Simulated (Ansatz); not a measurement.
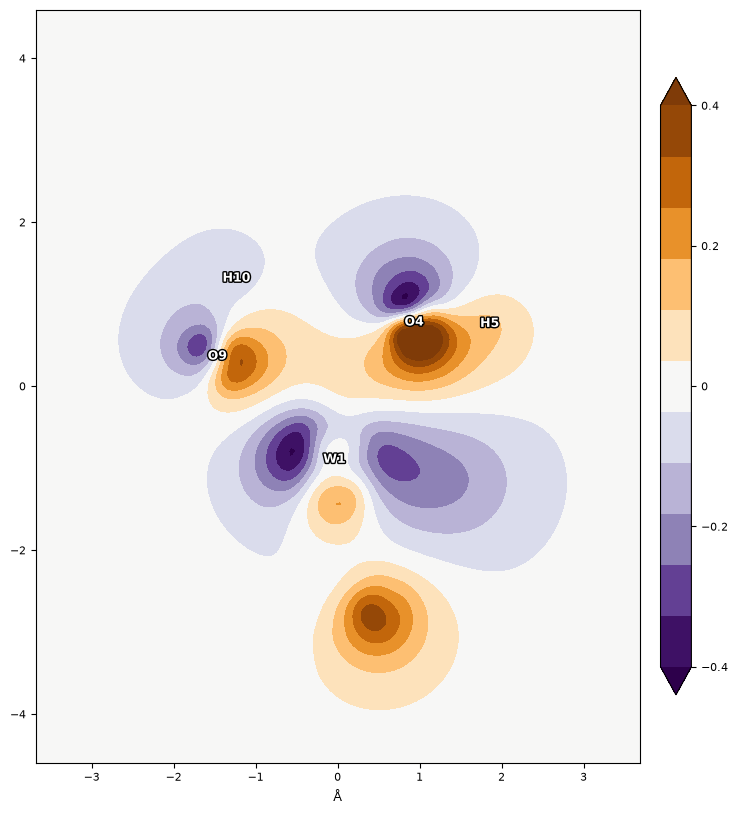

*FH$_{5}$O$_{3}$W. One frontier orbital on the plane of atoms W1, O9 and H10 (values in Å⁻³ᐟ²; the overall sign is arbitrary).*

Core potentials replace the inner electrons of W.

Level of theory: RKS PBE/def2-SVP (Ansatz).

```yaml
atoms:
  - { symbol: W, position_ang: [0.2649, 0.0156, 0.0405] }
  - { symbol: F, position_ang: [0.7123, -0.5578, 1.8160] }
  - { symbol: H, position_ang: [1.7832, 0.7482, 0.3799] }
  - { symbol: O, position_ang: [-0.2920, 1.7219, -0.7070] }
  - { symbol: H, position_ang: [-1.0375, 2.1556, -0.2521] }
  - { symbol: H, position_ang: [-1.1726, 0.4525, 0.8854] }
  - { symbol: O, position_ang: [-0.3651, -1.7844, -0.0897] }
  - { symbol: H, position_ang: [-0.1753, -2.3696, 0.6722] }
  - { symbol: O, position_ang: [0.8644, -0.1546, -1.7585] }
  - { symbol: H, position_ang: [0.6324, 0.5650, -2.3820] }
```

Q: Which orbital is it: HOMO or LUMO?

A: The HOMO, at −6.83 eV. By Hirshfeld shares it lies mainly on W1 (about 25 %), H6 (about 15 %), O4 (about 15 %), H3 (about 15 %) and F2 (about 15 %).
